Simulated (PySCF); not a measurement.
# UPBE/6-31G(d) (spherical functions, preoptimised minimum) run of O2F (SMILES [O]OF)

Aim: an optimisation with harmonic vibrations of O2F. 

Program for the calculation: PySCF 2.14.0.

4 further runs of the same task are left out: 1 that didn't finish, 3 set aside as unsound or not needed.

## 1. The structure to begin with

O2F: 3 atoms, total charge 0, spin state doublet. SMILES: `[O]OF`. The coordinates come from a GFN2-xTB symmetrised relaxation. The run starts from this shape.

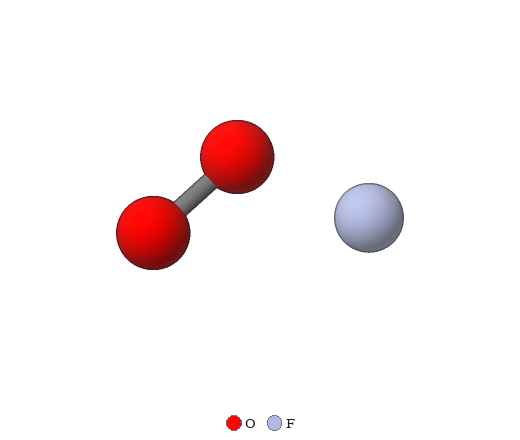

The structure, seen from a chosen angle (oxygen red, fluorine light blue).

## 2. An optimisation with harmonic vibrations at UPBE/6-31G(d) (spherical functions, preoptimised minimum)

Input file calc.py:

```python
from pyscf import gto, dft, symm
from pyscf.hessian import thermo
from pyscf.geomopt.geometric_solver import kernel as optimise

system = gto.M(
    atom='''
O      1.914183    -0.531348     0.997112
O      0.355027     0.941694     0.298726
F     -1.911001    -0.345569    -1.091281
''',
    unit='bohr',
    basis='6-31g*',
    max_memory=1860,
    spin=1,
    verbose=3,
    charge=0,
)

mf = dft.UKS(system, xc='pbe')
mf.grids.level = 4
mf.conv_tol = 1e-10
converged, mol_eq = optimise(mf, maxsteps=80)
print('converged:', converged)
print(mol_eq.tostring())

mf.reset(mol_eq)
system = mol_eq
mf.kernel()
energy = mf.e_tot
print('E(%s) = %.9f' % ('PBE', energy))
hess = mf.Hessian().kernel()
modes = thermo.harmonic_analysis(system, hess)
thermo.dump_normal_mode(system, modes)
symm.geom.TOLERANCE = 1e-3  # for the symmetry number
th = thermo.thermo(mf, modes['freq_au'], 298.15, 101325)
thermo.dump_thermo(system, th)
```

The run is started by

```console
$ OMP_NUM_THREADS=1 python calc.py
```

The log of the run:

```text
maxiter                   80
----------------------------------------------------------
Custom engine selected.
Bonds will be generated from interatomic distances less than 1.20 times sum of covalent radii
Creating artificial bond to isolated atom: 3-2
9 internal coordinates being used (instead of 9 Cartesians)
Internal coordinate system (atoms numbered from 1):
Distance 1-2
Distance 2-3
Angle 1-2-3
Translation-X 1-3
Translation-Y 1-3
Translation-Z 1-3
Rotation-A 1-3
Rotation-B 1-3
Rotation-C 1-3
> ===== Optimization Info: ====
> Job type: Energy minimization
> Maximum number of optimization cycles: 80
> Initial / maximum trust radius (Angstrom): 0.100 / 0.300
> Convergence Criteria:
> Will converge when all 5 criteria are reached:
>  |Delta-E| < 1.00e-06
>  RMS-Grad  < 3.00e-04
>  Max-Grad  < 4.50e-04
>  RMS-Disp  < 1.20e-03
>  Max-Disp  < 1.80e-03
> === End Optimization Info ===

[... 9 lines left out ...]
converged SCF energy = -249.837385549968  <S^2> = 0.75380397  2S+1 = 2.0038004
[... 16 lines left out ...]
converged SCF energy = -249.838612388247  <S^2> = 0.75849303  2S+1 = 2.0084751
[... 33 lines left out ...]
converged SCF energy = -249.839038181501  <S^2> = 0.75522995  2S+1 = 2.0052231
[... 33 lines left out ...]
converged SCF energy = -249.839114465848  <S^2> = 0.75571409  2S+1 = 2.0057059
[... 11 lines left out ...]
converged: True
[... 6 lines left out ...]
converged SCF energy = -249.839114465805  <S^2> = 0.75571297  2S+1 = 2.0057048
[... 25 lines left out ...]
Gibbs free energy [Eh] -249.85822
```

It took 58 s on 1 thread of Arm Neoverse V1, shared host; peak memory 0.79 GiB.

## 3. What came out

At UPBE/6-31G* (spherical functions, preoptimised minimum):

| quantity | value |
| --- | --- |
| total energy | -249.83911 Eh |
| dipole moment | 1.25 D |
| HOMO energy (highest over α and β) | -7.01 eV |
| LUMO energy (lowest over α and β) | -5.33 eV |
| ⟨S²⟩ | 0.756 |
| lowest harmonic wavenumber | 430 cm⁻¹ |
| highest harmonic wavenumber | 1501 cm⁻¹ |
| zero-point energy | 15.7 kJ/mol |
| ideal-gas entropy at 298.15 K (symmetry number 1 as used) | 61.6 cal/(mol K) |

At the final geometry: Bond lengths: O1–O2 1.217 Å. A long bond or contact: O2–F3 1.614 Å. All 3 modes are real, so the shape is a minimum at this level. Mulliken charges run from -0.21 on F3 to +0.18 on O2.
